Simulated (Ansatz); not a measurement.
# BF2H2N + H2O: a complex and its separated parts, part 3 of 3

Ansatz 0.2.0, Gaussian basis. Earlier steps stand in the parts before.

## (17) PBE-QIDH/def2-TZVPP

The inputs:

parta/in.yaml

```yaml
crystal:
  periodic: [false, false, false]
  atoms:
    - {symbol: B, position_ang: [-0.647596, -0.574147, -0.020116]}
    - {symbol: F, position_ang: [-0.149250, -1.207820, -1.077411]}
    - {symbol: F, position_ang: [-1.566504, 0.361531, -0.238927]}
    - {symbol: N, position_ang: [-0.222503, -0.879466, 1.269851]}
    - {symbol: H, position_ang: [0.471171, -1.580362, 1.455450]}
    - {symbol: H, position_ang: [-0.586928, -0.413451, 2.080349]}
basis:
  gaussian: {orbitals: def2-TZVPP}
hamiltonian: {xc: {name: PBE-QIDH}}
```

partb/in.yaml

```yaml
crystal:
  periodic: [false, false, false]
  atoms:
    - {symbol: O, position_ang: [1.092060, 1.424396, -0.817624]}
    - {symbol: H, position_ang: [0.330617, 1.961391, -1.047061]}
    - {symbol: H, position_ang: [1.278932, 0.907829, -1.604413]}
basis:
  gaussian: {orbitals: def2-TZVPP}
hamiltonian: {xc: {name: PBE-QIDH}}
```

The same command starts each run, in its folder.

On the command line:

```
$ ansatz run in.yaml --threads 4 --pin off --events-out ev --progress --plain --max-ram 9574MiB
```

Output in parta, cut to the lines that bear on the results:

```text
Functional definition: PBE-QIDH
  name "PBE-QIDH"
  cite "Brémond, Sancho-García, Pérez-Jiménez & Adamo, J. Chem. Phys. 141, 031101 (2014) doi:10.1063/1.4890314"
  cite "Perdew, Burke & Ernzerhof, Phys. Rev. Lett. 77, 3865 (1996) doi:10.1103/PhysRevLett.77.3865"
[...]
958 factors; integrals over basis functions are off by at most 1.0e-3 eV
[...]
mean field -7623.95113580 eV, -280.1750365410 hartree, gradient 2.1e-6 eV, S^2 0.000000; 0 other end points of the search recorded, 0 dependent functions left out
4 core orbitals not correlated: weight in the atoms' cores, before any rotation towards them, 1.000 or more for the frozen orbitals, at most 0.000 for the correlated occupied ones
reference -7623.95114540 eV, -280.1750368939 hartree; 12, 12 occupied and 136, 136 virtual orbitals, 958 factors
second order -24.17888127 eV of doubles, -0.00000000 eV of singles
Total energy: -7632.01077249 eV, -280.4712227264 hartree
```

partb printed, cut to the lines that bear on the results:

```text
[... 4 set-up lines as earlier in the session ...]
[...]
361 factors; integrals over basis functions are off by at most 7.6e-4 eV
[...]
mean field -2075.58434755 eV, -76.2763178910 hartree, gradient 2.2e-6 eV, S^2 0.000000; 0 other end points of the search recorded, 0 dependent functions left out
1 core orbitals not correlated: weight in the atoms' cores, before any rotation towards them, 1.000 or more for the frozen orbitals, at most 0.000 for the correlated occupied ones
reference -2075.58435305 eV, -76.2763180928 hartree; 4, 4 occupied and 54, 54 virtual orbitals, 361 factors
second order -7.85899836 eV of doubles, -0.00000000 eV of singles
Total energy: -2078.20401917 eV, -76.3725890470 hartree
```

Wall times: 4.3 s (parta), 0.66 s (partb) on 4 threads of Intel Xeon at 2.50GHz, shared host.

## (18) RPA on PBE/def2-TZVPP

Each input of step 17 (parta, partb) changes in the same lines:

```diff
-hamiltonian: {xc: {name: PBE-QIDH}}
+hamiltonian: {xc: pbe}
+correlation: {method: rpa}
```

Each run has its own folder and the same command.

On the command line:

```
$ ansatz run in.yaml --threads 4 --pin off --events-out ev --progress --plain --max-ram 9574MiB
```

Log of parta, cut to the lines that bear on the results:

```text
[... 4 set-up lines as earlier in the session ...]
[...]
958 factors; integrals over basis functions are off by at most 1.0e-3 eV
[...]
mean field -7632.59927932 eV, -280.4928499533 hartree, gradient 1.7e-6 eV, S^2 0.000000; 0 other end points of the search recorded, 0 dependent functions left out
4 core orbitals not correlated: weight in the atoms' cores, before any rotation towards them, 1.000 or more for the frozen orbitals, at most 0.000 for the correlated occupied ones
reference -7604.02135341 eV, -279.4426305469 hartree; 12, 12 occupied and 136, 136 virtual orbitals, 958 factors
Total energy: -7637.21949453 eV, -280.6626397308 hartree
```

Log of partb, cut to the lines that bear on the results:

```text
[... 4 set-up lines as earlier in the session ...]
[...]
361 factors; integrals over basis functions are off by at most 7.6e-4 eV
[...]
mean field -2078.40755611 eV, -76.3800688917 hartree, gradient 2.1e-6 eV, S^2 0.000000; 0 other end points of the search recorded, 0 dependent functions left out
1 core orbitals not correlated: weight in the atoms' cores, before any rotation towards them, 1.000 or more for the frozen orbitals, at most 0.000 for the correlated occupied ones
reference -2069.53695702 eV, -76.0540803879 hartree; 4, 4 occupied and 54, 54 virtual orbitals, 361 factors
Total energy: -2080.48260185 eV, -76.4563254164 hartree
```

They took 5.5 s (parta), 0.66 s (partb) on 4 threads of Intel Xeon at 2.50GHz, shared host.

## (19) CCSD(T)/def2-TZVPP

The same edit goes into each in.yaml of step 18 (parta, partb):

```diff
-hamiltonian: {xc: pbe}
-correlation: {method: rpa}
+correlation: {method: ccsd_t}
```

One command serves all of them, each in its own folder.

On the command line:

```
$ ansatz run in.yaml --threads 4 --pin off --events-out ev --progress --plain --max-ram 9574MiB
```

Output in parta, cut to the lines that bear on the results:

```text
Functional definition: HF
  name "HF"
  cite "Fock, Z. Phys. 61, 126 (1930) doi:10.1007/BF01340294"
[... 1 set-up line as earlier in the session ...]
[...]
958 factors; integrals over basis functions are off by at most 1.0e-3 eV
[...]
mean field -7605.19896723 eV, -279.4859070567 hartree, gradient 2.1e-6 eV, S^2 0.000000; 0 other end points of the search recorded, 0 dependent functions left out
4 core orbitals not correlated: weight in the atoms' cores, before any rotation towards them, 1.000 or more for the frozen orbitals, at most 0.000 for the correlated occupied ones
reference -7605.19896723 eV, -279.4859070567 hartree; 12, 12 occupied and 136, 136 virtual orbitals, 958 factors
second order -21.81785538 eV of doubles, -0.00000000 eV of singles
cycle   1  -21.64282885 eV  change    1.8e-1 eV  update   8.5e-2
[...]
cycle   9  -22.11127268 eV  change    6.2e-7 eV  update   1.3e-5
perturbative correction -0.68548052 eV, -0.0251909444 hartree
Total energy: -7627.99572043 eV, -280.3236722845 hartree
```

partb printed, cut to the lines that bear on the results:

```text
[... 4 set-up lines as earlier in the session ...]
[...]
361 factors; integrals over basis functions are off by at most 7.6e-4 eV
[...]
mean field -2069.76240367 eV, -76.0623653995 hartree, gradient 3.6e-6 eV, S^2 0.000000; 0 other end points of the search recorded, 0 dependent functions left out
1 core orbitals not correlated: weight in the atoms' cores, before any rotation towards them, 1.000 or more for the frozen orbitals, at most 0.000 for the correlated occupied ones
reference -2069.76240367 eV, -76.0623653995 hartree; 4, 4 occupied and 54, 54 virtual orbitals, 361 factors
second order -7.10557132 eV of doubles, -0.00000000 eV of singles
cycle   1  -7.11163135 eV  change   -6.1e-3 eV  update   4.1e-2
[...]
cycle   8  -7.26608804 eV  change    3.1e-6 eV  update   7.2e-6
perturbative correction -0.20740385 eV, -0.0076219509 hartree
Total energy: -2077.23589556 eV, -76.3370111607 hartree
```

Wall times: 25 s (parta), 0.76 s (partb) on 4 threads of Intel Xeon at 2.50GHz, shared host; peak memory 1.1 GiB.

## (20) Vibrations of BF2H2N

Contents of vib-parta/in.yaml:

```yaml
crystal:
  periodic: [false, false, false]
  atoms:
    - {symbol: B, position_ang: [-0.647596, -0.574147, -0.020116]}
    - {symbol: F, position_ang: [-0.149250, -1.207820, -1.077411]}
    - {symbol: F, position_ang: [-1.566504, 0.361531, -0.238927]}
    - {symbol: N, position_ang: [-0.222503, -0.879466, 1.269851]}
    - {symbol: H, position_ang: [0.471171, -1.580362, 1.455450]}
    - {symbol: H, position_ang: [-0.586928, -0.413451, 2.080349]}
basis:
  gaussian: {orbitals: def2-TZVP}
hamiltonian: {xc: pbe0, dispersion: d4}
phonons: {temperatures: {t_min: 298.15, t_max: 900, t_step: 200}}
```

On the command line:

```
$ ansatz run in.yaml --threads 4 --pin off --events-out ev --progress --plain --max-ram 9574MiB
```

Output, cut to the lines that bear on the results:

```text
[... 5 set-up lines as earlier in the session ...]
[...]
724 factors; their error is unknown
[...]
mean field -7632.82011667 eV, -280.5009655764 hartree, gradient 3.1e-5 eV, S^2 0.000000; 0 other end points of the search recorded, 0 dependent functions left out
[...]
Atom 3 at    -0.222503    -0.879466     1.269851 Å, force     0.001188     0.000219     0.001256 eV/Å
Atom 4 at     0.471171    -1.580362     1.455450 Å, force    -0.001119    -0.001857     0.000386 eV/Å
Atom 5 at    -0.586928    -0.413451     2.080349 Å, force     0.000791     0.001213     0.000460 eV/Å
Dipole moment:     0.173303    -0.123972     0.524952 e Å
Vibrations: 379.36 432.75 472.67 551.04 664.85 879.25 909.32 1431.69 1459.20 1636.79 3652.69 3756.01 cm⁻¹, zero-point energy 1.005859 eV
```

It took 69 s on 4 threads of Intel Xeon at 2.50GHz, shared host.

The modes, with what each moves most:

```
mode  wavenumber (cm⁻¹)                            character
   1                379                                 bend
   2                433       torsion with out-of-plane bend
   3                473                                 bend
   4                551                              torsion
   5                665  wag or twist with out-of-plane bend
   6                879                  B–F and B–N stretch
   7                909                                 bend
   8               1432                          B–F stretch
   9               1459                B–N stretch with bend
  10               1637                                 bend
  11               3653                          N–H stretch
  12               3756                          N–H stretch
```

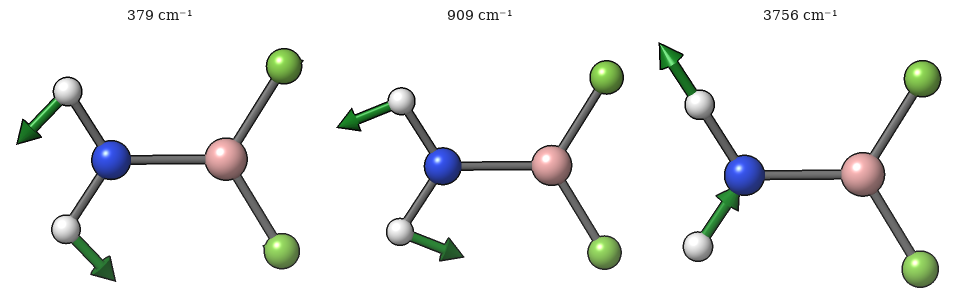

Displacements of 3 modes, as arrows.

Vibrational sums (real modes only):

```
T (K)  entropy (J/mol/K)  heat capacity (J/mol/K)
  298               16.1                     31.4
  498               37.2                     51.0
  698               56.5                     62.9
  898               73.3                     70.6
```

## (21) Vibrations of H2O

Contents of vib-partb/in.yaml:

```yaml
crystal:
  periodic: [false, false, false]
  atoms:
    - {symbol: O, position_ang: [1.092060, 1.424396, -0.817624]}
    - {symbol: H, position_ang: [0.330617, 1.961391, -1.047061]}
    - {symbol: H, position_ang: [1.278932, 0.907829, -1.604413]}
basis:
  gaussian: {orbitals: def2-TZVP}
hamiltonian: {xc: pbe0, dispersion: d4}
phonons: {temperatures: {t_min: 298.15, t_max: 900, t_step: 200}}
```

On the command line:

```
$ ansatz run in.yaml --threads 4 --pin off --events-out ev --progress --plain --max-ram 9574MiB
```

Output, cut to the lines that bear on the results:

```text
[... 5 set-up lines as earlier in the session ...]
[...]
239 factors; their error is unknown
[...]
mean field -2078.33307680 eV, -76.3773318276 hartree, gradient 1.2e-5 eV, S^2 0.000000; 0 other end points of the search recorded, 0 dependent functions left out
[...]
Total energy: -2078.33734664 eV, -76.3774887413 hartree
Atom 0 at     1.092060     1.424396    -0.817624 Å, force    -0.000098     0.000003    -0.000173 eV/Å
Atom 1 at     0.330617     1.961391    -1.047061 Å, force     0.000176    -0.000143     0.000012 eV/Å
Atom 2 at     1.278932     0.907829    -1.604413 Å, force    -0.000079     0.000140     0.000161 eV/Å
Dipole moment:    -0.211860     0.007532    -0.374710 e Å
Vibrations: 1622.90 3851.62 3959.35 cm⁻¹, zero-point energy 0.584825 eV
```

It took 1.8 s on 4 threads of Intel Xeon at 2.50GHz, shared host.

Wavenumbers and character of the modes:

```
mode  wavenumber (cm⁻¹)    character
   1               1623         bend
   2               3852  O–H stretch
   3               3959  O–H stretch
```

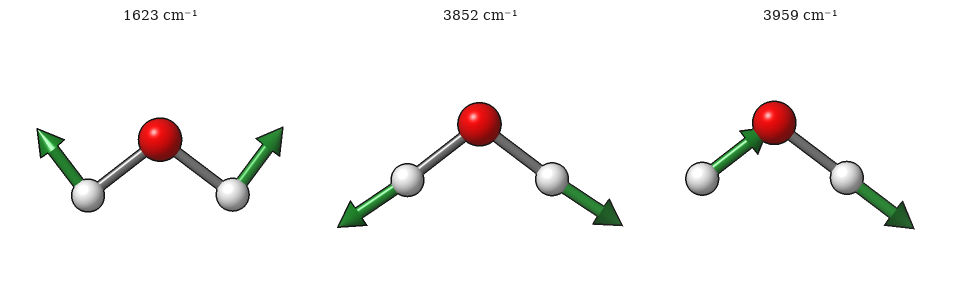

Displacements of 3 modes, as arrows.

Vibrational sums (real modes only):

```
T (K)  entropy (J/mol/K)  heat capacity (J/mol/K)
  298                0.0                      0.2
  498                0.4                      1.7
  698                1.4                      3.9
  898                2.6                      6.1
```

## (22) Complex less separated parts

The complex's own energies come from single points at the same levels.

Rows are in def2-TZVPP; times add the 3 runs of a level on a shared host, so small differences are noise.

Differences are taken before rounding.

```
      method                    rung  complex less parts (kJ/mol)  from CCSD(T) (kJ/mol)     time
       SPW92                     LDA                        -26.8                  -10.7    3.8 s
      PBE-D4                     GGA                        -18.0                   -2.0    5.1 s
     BLYP-D4                     GGA                        -17.1                   -1.0    5.5 s
   r2SCAN-D4                meta-GGA                        -19.5                   -3.4    8.1 s
      B97M-V                meta-GGA                        -19.2                   -3.1     14 s
     PBE0-D4                  hybrid                        -16.8                   -0.7      7 s
    B3LYP-D4                  hybrid                        -17.0                   -0.9    7.1 s
  r2SCAN0-D4                  hybrid                        -18.5                   -2.4     11 s
    BHLYP-D4                  hybrid                        -17.6                   -1.6    7.5 s
CAM-B3LYP-D4  range-separated hybrid                        -18.5                   -2.4    7.9 s
     wB97X-V  range-separated hybrid                        -18.1                   -2.0     16 s
     wB97M-V  range-separated hybrid                        -19.1                   -3.0     14 s
      B2PLYP           double hybrid                        -13.4                   +2.7     11 s
    PBE-QIDH           double hybrid                        -14.5                   +1.6     12 s
  RPA on PBE                     RPA                        -14.1                   +1.9     13 s
Hartree-Fock            wavefunction                         -7.2                   +8.8         
         MP2            wavefunction                        -15.6                   +0.5         
        CCSD            wavefunction                        -14.6                   +1.5         
     CCSD(T)            wavefunction                        -16.1                      0  2.4 min
```

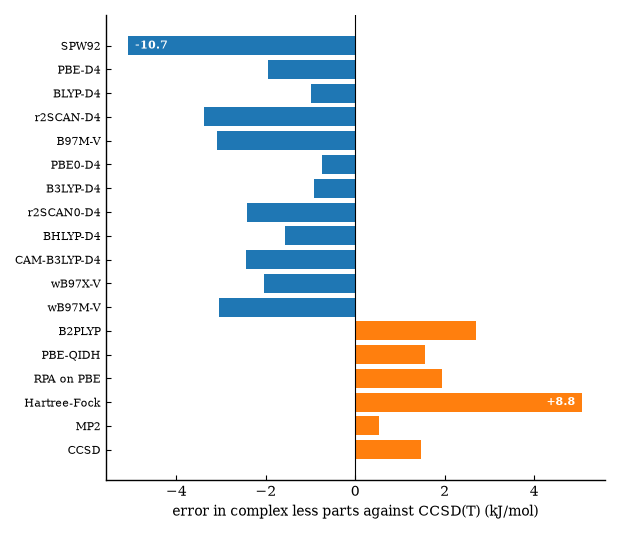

Error of each method against CCSD(T). Bars with a number in them are cut short.

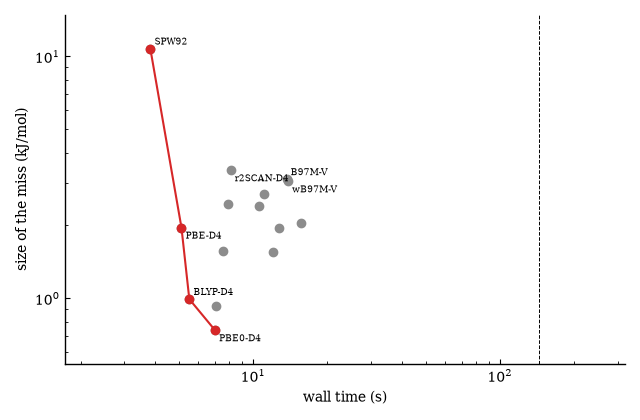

Miss against cost. Red marks the levels that no quicker level drawn beats (of those quicker than the yardstick), and the dashed line is the time of CCSD(T). Only those levels and the largest misses are named. Times are from a shared host.

PBE0-D4 reaches 0.7 kJ/mol from the reference in 7 s, where CCSD(T) took 2.4 min; the quickest level in the cost chart, SPW92, takes 3.8 s and misses by 10.7 kJ/mol.

The complex's zero-point energy, from a separate PBE0-D4 run, is 1.638 eV.

## (23) Results

What follows sums up all 3 parts.

```
                              quantity         value
complex less parts, CCSD(T)/def2-TZVPP  -16.1 kJ/mol
                with zero-point energy  -11.5 kJ/mol
                 largest T1 diagnostic         0.011
```

In words: At CCSD(T) the complex lies 16.1 kJ/mol below its parts. Among the functionals PBE0-D4 lands nearest to CCSD(T) (-0.7 kJ/mol) and SPW92 farthest (-10.7 kJ/mol). By rung, the mean size of the error is: LDA 10.7, GGA 1.5, meta-GGA 3.2, hybrid 1.4, range-separated hybrid 2.5, double hybrid 2.1 kJ/mol. The double hybrids carry no dispersion term here, unlike the levels marked D4 or V. PBE-D4 gives a relative energy 2.0 kJ/mol too low, inside chemical accuracy (1 kcal/mol, 4.2 kJ/mol). No counterpoise was applied, and triple zeta lacks some correlation, so the CCSD(T) reference has a basis error of its own, and close matches with it are partly luck.
